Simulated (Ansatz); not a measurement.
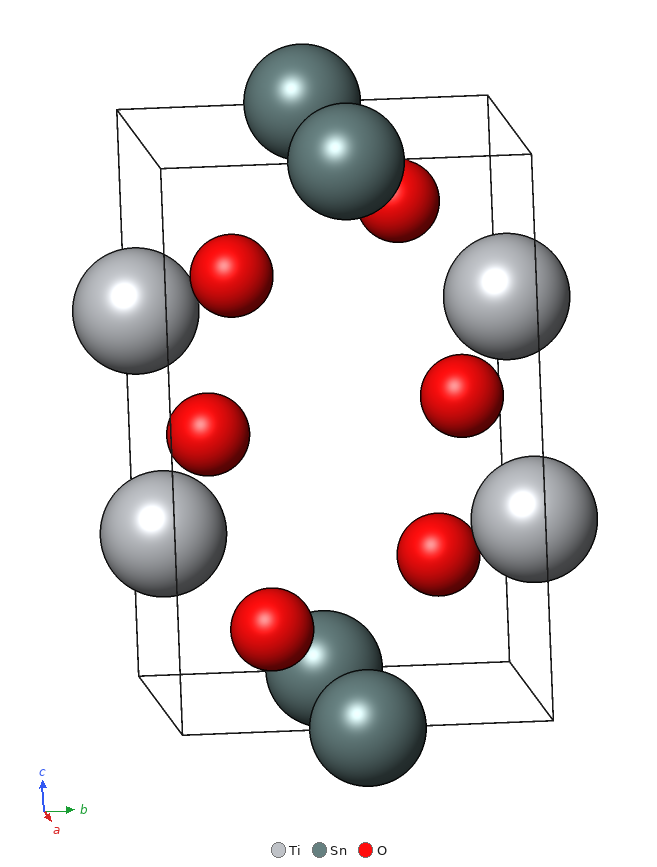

Spheres-only representation of a periodic structure, projected slightly off an axis. The lines enclose the cell (the run's own, in a reduced setting); boundary atoms appear with their images.

```
CELL_PARAMETERS angstrom
0.00000 3.06889 0.00000
-0.05974 0.00000 4.90487
7.21709 -1.53445 0.02199
ATOMIC_POSITIONS crystal
Ti 0.34010 0.99232 0.68020
Ti 0.65990 0.00768 0.31980
Sn 0.00000 0.50000 0.00000
O 0.43304 0.69889 0.86608
O 0.77748 0.81262 0.55496
O 0.10229 0.80867 0.20457
O 0.89771 0.19133 0.79543
O 0.22252 0.18738 0.44504
O 0.56696 0.30111 0.13392
```

All computed values are from DFT PBE+U, scalar-relativistic, plane waves, PAW (Ansatz). Settings: a basis cut at 420 eV, k-points about 0.21 Å⁻¹ apart, Gaussian smearing of 0.02 eV, U_eff = 4.00 eV on Ti d, no spin polarisation.

Question: Give the Bader charge of each element.

Answer: Ti +2.38 e; Sn +2.47 e; O -1.23 to -1.16 e. The transfer is large, as in an ionic solid.

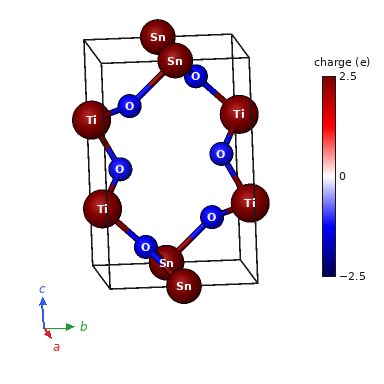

The atoms coloured by those charges.

Starting structure: a structure type filled with these elements by a generator (whether the compound takes this form wasn't checked). Earlier steps of the study may have refined or changed the cell and positions. A calculation with Ansatz used it as input.
